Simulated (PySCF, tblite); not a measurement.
# C5H3FO3S− (doublet): geometry, infrared bands and EPR parameters

What infrared bands and EPR parameters should C5H3FO3S− (doublet) (`O=C1C(O[CH][O-])=CS[C@H]1F`) show?

Computed with tblite 0.8.0 and PySCF 2.14.0, with density-fitted response routines of our own, on a single molecule in the gas phase. Atoms count from 0, in the outputs and in this text.

**1. The molecule as given**

13 atoms, charge -1, multiplicity 2; geometry from: force field or distance geometry start.

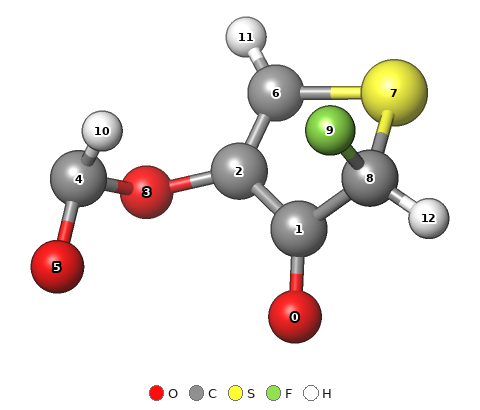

The starting geometry (oxygen red, carbon grey, sulfur yellow, fluorine green, hydrogen white), atoms numbered; sticks join atoms by distance.

**2. Optimising the geometry with GFN2-xTB**

Job settings and geometry (Å):

```
{"job": {"kind": "relax", "xc": "GFN2-xTB", "basis": "xTB"}, "charge": -1, "multiplicity": 2}
O      0.331300    -1.915000    -1.040400
C      0.570900    -0.806700    -0.451200
C     -0.189400     0.367500    -0.597600
O     -1.578700     0.400200    -0.887700
C     -2.500000     0.198500     0.188400
O     -2.973000    -1.125700     0.055700
C      0.489700     1.493300    -0.469200
S      2.213200     1.019600    -0.112900
C      1.724600    -0.655900     0.494400
F      1.284900    -0.485600     1.788800
H     -2.035100     0.384000     1.176000
H      0.160700     2.518500    -0.532400
H      2.496500    -1.392000     0.370400
```

Started as:

```console
$ OMP_NUM_THREADS=1 python probes_run.py task.json out
```

One launch serves the whole session: the jobs run in the order shown.

The program printed:

```text
step      E/eV     max force
  0    -884.07356    8.243
  1    -885.39135    4.772
  2    -885.80161    5.485
  3    -886.22036    3.022
  4    -886.40144    1.046
  5    -886.44426    0.540
  6    -886.46446    0.599
  7    -886.50361    0.467
  8    -886.52542    0.515
  9    -886.56838    0.555
 10    -886.59894    0.629
 11    -886.63378    0.604
 12    -886.66569    0.511
 13    -886.69830    0.537
 14    -886.73743    0.500
 15    -886.77338    0.889
 16    -886.80921    0.546
 17    -886.83216    0.663
 18    -886.85913    0.418
 19    -886.87929    0.414
 20    -886.91122    0.424
 21    -886.92532    0.419
 22    -886.94367    0.584
 23    -886.95722    0.408
 24    -886.97247    0.728
 25    -886.99003    0.411
 26    -887.00741    0.373
 27    -887.02538    0.386
 28    -887.04226    0.365
 29    -887.06061    0.362
 30    -887.07060    1.066
 31    -887.07127    0.683
 32    -887.08900    0.209
 33    -887.09464    0.258
 34    -887.10820    0.263
 35    -887.11172    0.209
 36    -887.11698    0.198
 37    -887.12008    0.142
 38    -887.12360    0.147
 39    -887.12675    0.151
 40    -887.13047    0.157
 41    -887.13413    0.155
 42    -887.13793    0.182
 43    -887.14121    0.185
 44    -887.14372    0.150
 45    -887.14599    0.146
 46    -887.14846    0.159
 47    -887.15104    0.215
 48    -887.15369    0.229
 49    -887.15628    0.205
 50    -887.15905    0.177
 51    -887.16171    0.178
 52    -887.16500    0.214
 53    -887.16771    0.168
 54    -887.16981    0.093
 55    -887.17081    0.118
 56    -887.17174    0.115
 57    -887.17264    0.113
 58    -887.17376    0.113
 59    -887.17497    0.118
 60    -887.17637    0.115
 61    -887.17784    0.120
 62    -887.17927    0.115
 63    -887.18058    0.098
 64    -887.18151    0.071
 65    -887.18222    0.056
 66    -887.18264    0.058
 67    -887.18294    0.047
 68    -887.18318    0.039
 69    -887.18335    0.029
 70    -887.18345    0.025
 71    -887.18352    0.023
 72    -887.18360    0.021
 73    -887.18369    0.027
 74    -887.18377    0.028
 75    -887.18383    0.033
 76    -887.18390    0.037
 77    -887.18400    0.048
 78    -887.18416    0.065
 79    -887.18432    0.061
 80    -887.18449    0.040
 81    -887.18459    0.023
 82    -887.18465    0.019
 83    -887.18469    0.020
 84    -887.18477    0.026
 85    -887.18485    0.018
 86    -887.18492    0.025
 87    -887.18502    0.028
 88    -887.18517    0.027
 89    -887.18532    0.050
 90    -887.18517    0.098
 91    -887.18554    0.032
 92    -887.18563    0.028
 93    -887.18592    0.049
 94    -887.18608    0.032
 95    -887.18643    0.019
 96    -887.18656    0.020
 97    -887.18659    0.010
 98    -887.18660    0.012
 99    -887.18662    0.009
```

It took 0.6 s on 1 thread of Arm Neoverse V2, shared host; peak memory 0.18 GiB.

Step by step: (not every step is listed)

```
step  energy from step 0 (eV)  largest force (eV/Å)
   0                   0.0000                8.2431
   1                  -1.3178                4.7721
   2                  -1.7280                5.4847
   3                  -2.1468                3.0222
   4                  -2.3279                1.0458
   5                  -2.3707                0.5401
   6                  -2.3909                0.5986
   7                  -2.4300                0.4671
   8                  -2.4519                0.5150
  16                  -2.7356                0.5456
  24                  -2.8989                0.7284
  32                  -3.0154                0.2086
  40                  -3.0569                0.1566
  48                  -3.0801                0.2288
  56                  -3.0982                0.1147
  64                  -3.1079                0.0713
  72                  -3.1100                0.0208
  80                  -3.1109                0.0402
  88                  -3.1116                0.0270
  94                  -3.1125                0.0322
  95                  -3.1129                0.0190
  96                  -3.1130                0.0201
  97                  -3.1130                0.0105
  98                  -3.1130                0.0122
  99                  -3.1131                0.0087
```

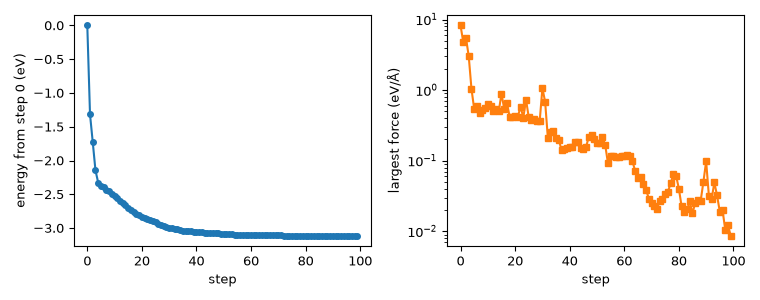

Energy and force, step by step.

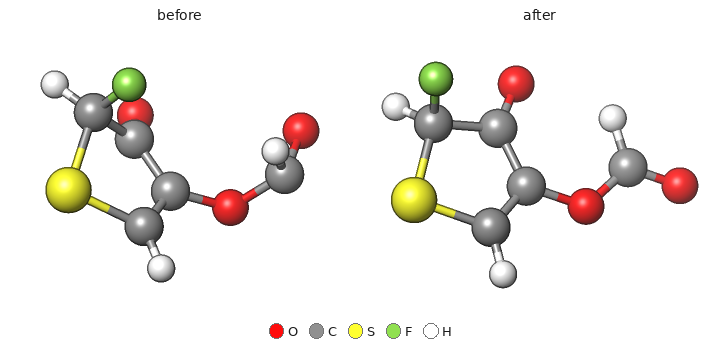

The geometry before (left) and after (right).

Distances of close pairs at the start and the end, largest changes first:

```
 bond  before (Å)  after (Å)  change (Å)
C4–O5       1.412      1.211      -0.201
O3–C4       1.431      1.319      -0.112
C6–S7       1.823      1.751      -0.072
C2–C6       1.321      1.389      +0.068
S7–C8       1.848      1.807      -0.041
C1–C8       1.499      1.537      +0.038
C2–O3       1.420      1.393      -0.026
O0–C1       1.278      1.256      -0.021
```

The end geometry stands in the next job.

**3. Harmonic vibrations with GFN2-xTB**

Job settings and geometry (Å):

```
{"job": {"kind": "ir", "xc": "GFN2-xTB", "basis": "xTB"}, "charge": -1, "multiplicity": 2}
O     -0.049326    -1.908307     0.183765
C      0.398857    -0.738591     0.086013
C     -0.239342     0.471613    -0.238756
O     -1.600397     0.650605    -0.476934
C     -2.495826    -0.265175    -0.160845
O     -3.677177    -0.092392    -0.364835
C      0.573410     1.591837    -0.353067
S      2.273145     1.194159    -0.216601
C      1.892148    -0.481199     0.342534
F      2.182064    -0.606494     1.701482
H     -2.097536    -1.186129     0.289480
H      0.288501     2.575491    -0.655877
H      2.547091    -1.204933    -0.154088
```

The program printed:

```text
mode    cm-1     km/mol
  1      35.4      5.99
  2      70.9      0.43
  3     108.0      8.58
  4     149.4      5.83
  5     181.0     30.02
  6     234.3      0.65
  7     311.0      3.65
  8     339.3     18.20
  9     354.8      0.69
 10     374.5     23.93
 11     406.7      1.32
 12     452.7     11.37
 13     511.1     14.90
 14     623.4     24.98
 15     689.2     12.14
 16     759.5     11.40
 17     805.9      6.16
 18     839.3      7.63
 19     879.1    186.75
 20     920.8      7.25
 21    1004.6      6.10
 22    1072.4     10.85
 23    1127.0      4.97
 24    1175.5    120.26
 25    1246.7     59.17
 26    1274.2    111.63
 27    1385.3      0.12
 28    1418.9     41.76
 29    1606.7    421.99
 30    1718.5   1082.11
 31    2872.2     55.40
 32    2923.2     38.69
 33    3188.6     14.23
```

It took 0.38 s on 1 thread of Arm Neoverse V2, shared host; peak memory 0.18 GiB.

The strongest bands and the atoms that carry them (share of the mass-weighted mode):

```
cm⁻¹  km/mol                                atoms
 879   186.8                     C8 59 %, F9 29 %
1176   120.3                     O3 46 %, C4 38 %
1247    59.2                             H12 81 %
1274   111.6  C2 44 %, C1 17 %, O0 12 %, H12 10 %
1419    41.8                     C2 53 %, C6 36 %
1607   422.0            C1 59 %, O0 21 %, C2 11 %
1718  1082.1                     C4 56 %, O5 34 %
2872    55.4                             H10 93 %
```

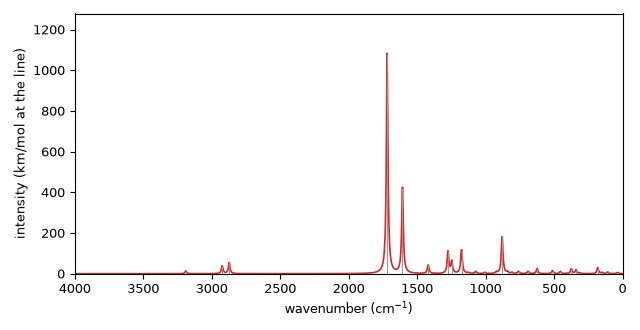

The infrared spectrum from these modes, unscaled. Lines are broadened to a width of 14 cm⁻¹ (Lorentzian).

**4. g tensor and hyperfine couplings: B3LYP/pcH-1**

Same as in step 3 but for these lines:

```diff
@@ -1,2 +1,2 @@
-{"job": {"kind": "ir", "xc": "GFN2-xTB", "basis": "xTB"}, "charge": -1, "multiplicity": 2}
+{"job": {"kind": "epr", "basis": "pcH-1"}, "charge": -1, "multiplicity": 2}
 O     -0.049326    -1.908307     0.183765
```

With the program's defaults for keys left out, this is: UKS B3LYP, pcH-1 on C F H O S, non-relativistic, mean-field spin-orbit, GIAO.

The program printed:

```text
UKS, coarse grid
  cycle   1  E = -915.73682743  |g| = 9.65e-01
  cycle   2  E = -913.76132297  |g| = 2.31e+00
  cycle   3  E = -915.95796329  |g| = 4.90e-01
  cycle   4  E = -916.05319711  |g| = 2.04e-01
  cycle   5  E = -916.06879460  |g| = 7.21e-02
  cycle   6  E = -916.07072468  |g| = 3.02e-02
  cycle   7  E = -916.07112527  |g| = 1.29e-02
  cycle   8  E = -916.07119464  |g| = 5.23e-03
  cycle   9  E = -916.07120932  |g| = 2.84e-03
  cycle  10  E = -916.07121403  |g| = 9.31e-04
UKS, final grid
  cycle   1  E = -916.07122565  |g| = 1.72e-03
  cycle   2  E = -916.07122006  |g| = 3.82e-03
  cycle   3  E = -916.07122719  |g| = 3.51e-04
  cycle   4  E = -916.07122724  |g| = 7.77e-05
  cycle   5  E = -916.07122725  |g| = 6.68e-05
  cycle   6  E = -916.07122725  |g| = 1.62e-05
E = -916.07122725 Eh   <S^2> = 0.7641 (exact 0.7500)
g shifts (ppm)      1          2          3
  rmc          -210       -210       -210
  gc              3         59         65
  oz_so        -477       1611       3593
  total        -684       1459       3447
hyperfine (MHz)  atom isotope    a_iso     a_fc   dipolar eigenvalues
    0   17O     -23.52     -23.34    -88.33     43.09     45.24
    1   13C      11.06      11.03    -24.24    -19.92     44.16
    2   13C     -30.16     -30.15     -6.00      1.96      4.03
    3   17O       0.88       0.88     -0.76      0.06      0.70
    4   13C      -1.72      -1.72     -0.78     -0.12      0.90
    5   17O       0.45       0.45     -1.01     -0.69      1.70
    6   13C      52.31      52.20    -44.90    -43.68     88.58
    7   33S      -0.51      -0.43     -5.81     -2.54      8.35
    8   13C       0.59       0.65     -0.95     -0.81      1.76
    9   19F     351.91     351.33    -52.91    -52.00    104.91
   10    1H       0.66       0.66     -2.92     -1.88      4.80
   11    1H     -37.36     -37.41    -22.90      1.11     21.79
   12    1H      15.34      15.35     -1.87     -1.60      3.48
```

Wall time 1.8 min (1 thread of Arm Neoverse V2, shared host); peak memory 1.1 GiB.

Principal g values 2.00164, 2.00378, 2.00577; g(iso) = 2.00373, against 2.00232 for a free electron.

Hyperfine couplings, nucleus by nucleus at this fixed geometry (no averaging over rotations):

```
nuclei  isotope  a(iso) (MHz)  a(iso) (G, at g = 2.0023)  largest dipolar term (MHz)
    F9      19F         351.9                      125.6                       104.9
    C6      13C          52.3                       18.7                        88.6
   H11       1H         -37.4                      -13.3                       -22.9
    C2      13C         -30.2                      -10.8                        -6.0
    O0      17O         -23.5                       -8.4                       -88.3
   H12       1H          15.3                        5.5                         3.5
    C1      13C          11.1                        3.9                        44.2
    C4      13C          -1.7                       -0.6                         0.9
    O3      17O           0.9                        0.3                        -0.8
   H10       1H           0.7                        0.2                         4.8
    C8      13C           0.6                        0.2                         1.8
    S7      33S          -0.5                       -0.2                         8.4
    O5      17O           0.4                        0.2                         1.7
```

Mulliken spin populations:

O0 0.26; C1 0.23; C2 -0.07; O3 0.00; C4 0.00; O5 0.00; C6 0.53; S7 0.02; C8 0.03; F9 0.02; H10 0.00; H11 -0.03; H12 0.01

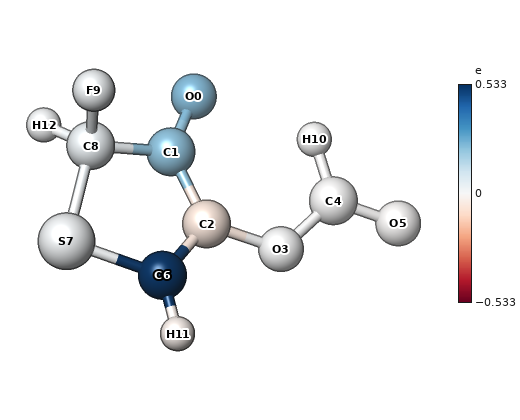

Mulliken spin populations, as colours on the atoms.

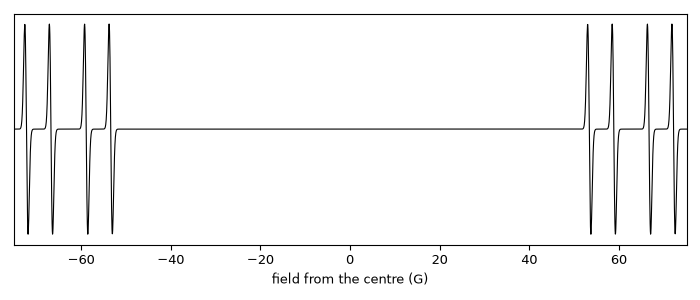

First-order isotropic spectrum (first derivative, main isotopes with spin only, couplings over 0.8 MHz, Gaussian width 0.4 G; couplings of the frozen geometry, rotation of groups not averaged beyond the rows shown).

Orbitals, density, ELF and potential are computed afterwards from the orbital file.

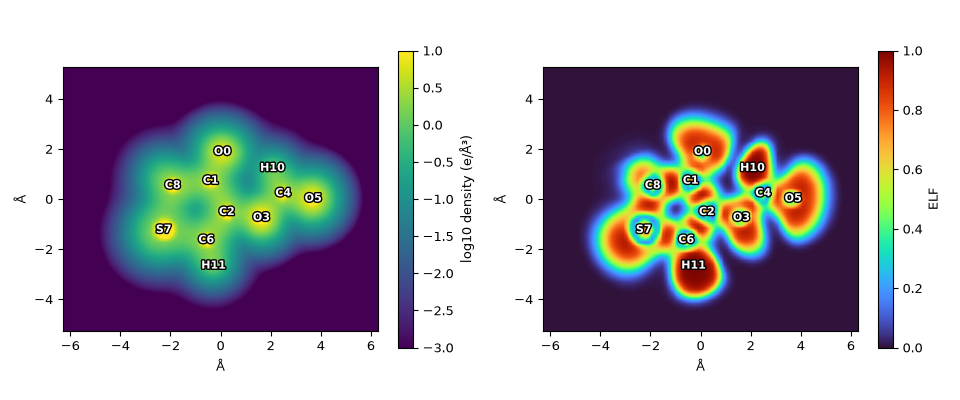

Density (left) and ELF (right) in a plane through or near 11 of the atoms.

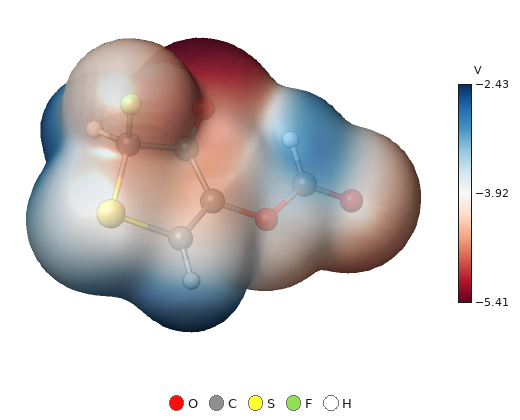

The potential that a unit positive charge feels on the 0.002 e/bohr³ surface, from -5.41 V near O0 to -2.43 V near H11.

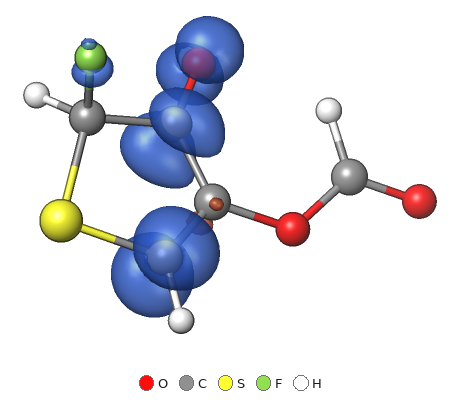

Spin density at ±0.05 e/Å³ (alpha excess blue, beta excess red).

**5. What came out**

| quantity | value |
| --- | --- |
| strongest single infrared mode (GFN2-xTB) | 1718 cm⁻¹, 1082 km/mol |
| zero-point energy (GFN2-xTB) | 44.4 kcal/mol |
| g(iso) (B3LYP) | 2.00373 |
| ⟨S²⟩ | 0.764 (exact 0.75) |
| largest a(iso) | 19F on F9, 351.9 MHz |

Over 99 steps the energy fell by 3.113 eV; of the close pairs, C4–O5 changed most, 1.412 to 1.211 Å. No mode is imaginary among the 33: a minimum at this level. The strongest single mode, at 1718 cm⁻¹, moves mainly C4 and O5. Unscaled tight-binding wavenumbers are off by several per cent, some by more. Its intensities can rank the bands wrongly. The largest share of the spin, 0.53 e, sits on C6. The isotropic g lies 1.4 ppt above the free-electron value. The records flag this anion as possibly unbound in the gas phase, so the basis may hold the extra electron. These values are for one conformer; the search (at its own cheap level) found 2 more, at 0.51, 3.74 kcal/mol, and measured spectra average over such forms.
